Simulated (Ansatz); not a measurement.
## Electronic structure of CH5FGe in real space

Input file:

```
crystal:
  periodic: [false, false, false]
  atoms:
    - {symbol: Ge, position_ang: [0.479620, -0.674215, 0.345457]}
    - {symbol: H, position_ang: [0.429212, -0.793163, 1.875237]}
    - {symbol: H, position_ang: [1.913839, -0.798065, -0.187973]}
    - {symbol: C, position_ang: [-0.474608, 0.864132, -0.343144]}
    - {symbol: H, position_ang: [-0.018778, 1.788790, 0.016001]}
    - {symbol: H, position_ang: [-1.512872, 0.832118, -0.011853]}
    - {symbol: H, position_ang: [-0.449136, 0.859313, -1.433090]}
    - {symbol: F, position_ang: [-0.367277, -2.078901, -0.260634]}
basis:
  gaussian: {orbitals: def2-TZVP, initial_orbitals: start.molden}
hamiltonian: {xc: pbe0, dispersion: d4}
scf: {omitted_lower_state_checks: [starts]}
output: {orbitals: {seedname: orbitals}}
```

Launched as:

```sh
ansatz run in.yaml --threads 4 --pin off --events-out ev --progress --plain --max-ram 3916MiB
```

Geometry: r2SCAN-D4/def2-TZVP.

Theory: RKS PBE0-D4/def2-TZVP (Ansatz).

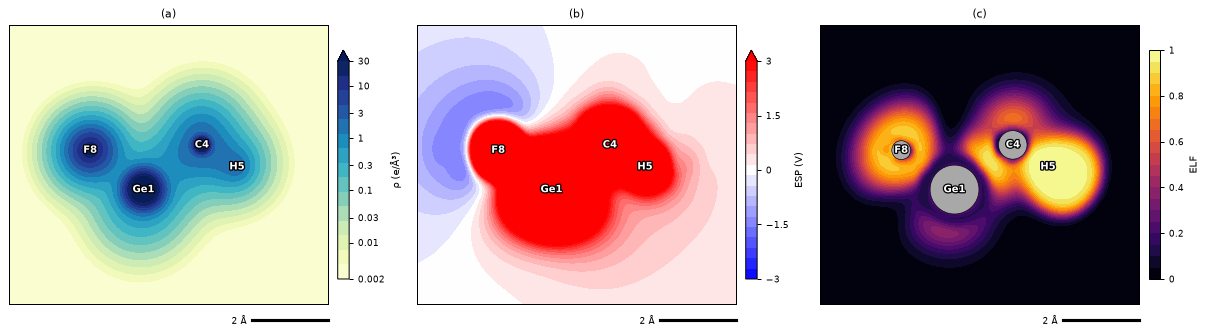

Figure 1. (a) total electron density; (b) electrostatic potential; (c) electron localisation function on the plane of atoms Ge1, C4 and H5. Grey discs cover the atomic cores in the ELF map.

**Interpret the plot.**

The plane passes through Ge, C, H and F nuclei. Ge–F (1.75 Å): ρ at the midpoint is about 0.95 e/Å³; the ELF peaks at about 0.80 in the valence shell of F, 0.5 Å from its nucleus, and is about 0.25 at the midpoint. C–Ge (1.94 Å): the density is about 0.91 e/Å³ at the midpoint; the ELF peaks at about 0.90 between the atoms: a covalent bond. C–H (1.09 Å): the density is about 1.9 e/Å³ at the midpoint; the ELF climbs to about 1 towards the hydrogen, as it does in any bond to H; an ordinary covalent bond to hydrogen. The ELF also peaks beside F8, away from the bonds: lone-pair regions. Outside the dense part of the molecule the potential is most negative (−1.6 V) near F8.

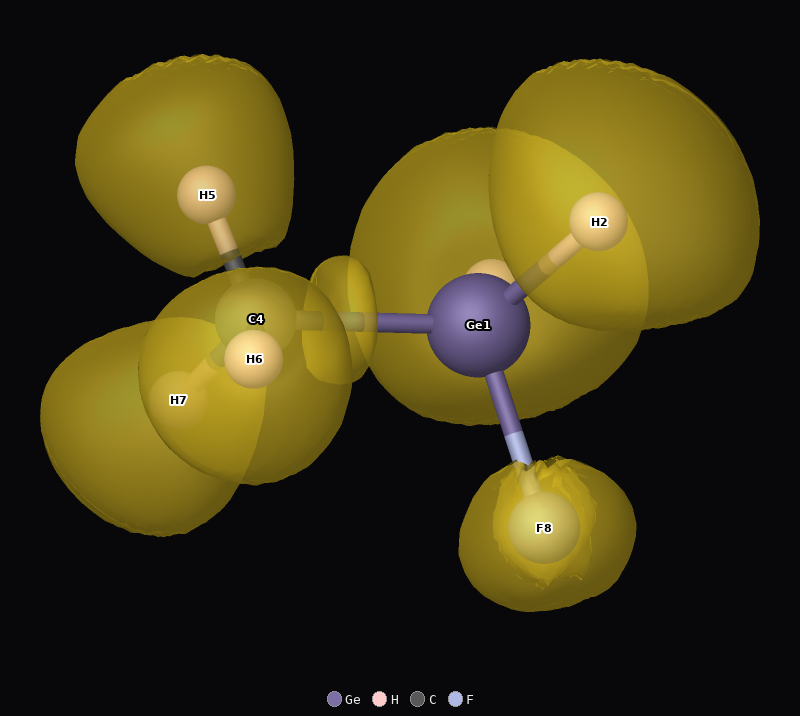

Figure 2. Isosurface of the ELF at 0.8 (yellow), seen at an oblique angle. Only the valence region is drawn (cores and ρ < 0.01 e/Å³ removed).

**Identify the bonds, lone pairs and shells in this picture.**

The ELF exceeds this value in five regions around hydrogen nuclei, one lobe of the valence shell of C pointing towards Ge (polar bonds) and one region wrapped around F (its valence shell).

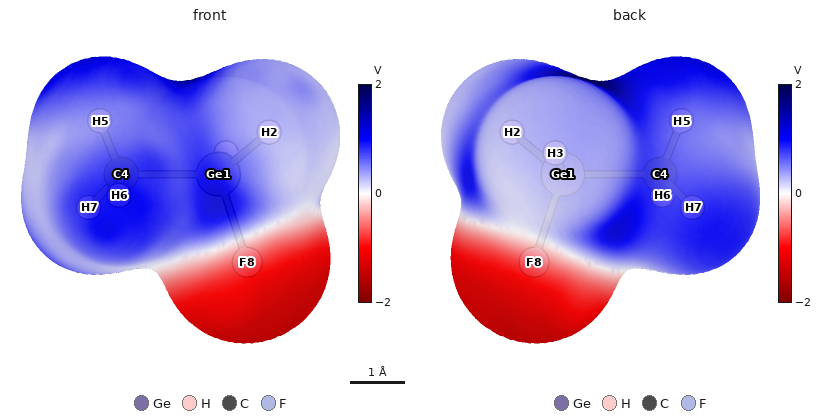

Figure 3. The molecular electrostatic potential painted on the density surface at 0.002 e/bohr³, seen from the front and from behind; red is negative and blue positive.

**Which sites attract a positive test charge, and which a negative one?**

A positive charge is drawn to the negative regions and a negative charge to the positive ones. The most negative region (about −1.4 V) lies over F8, the most positive (about +1.9 V) over Ge1.
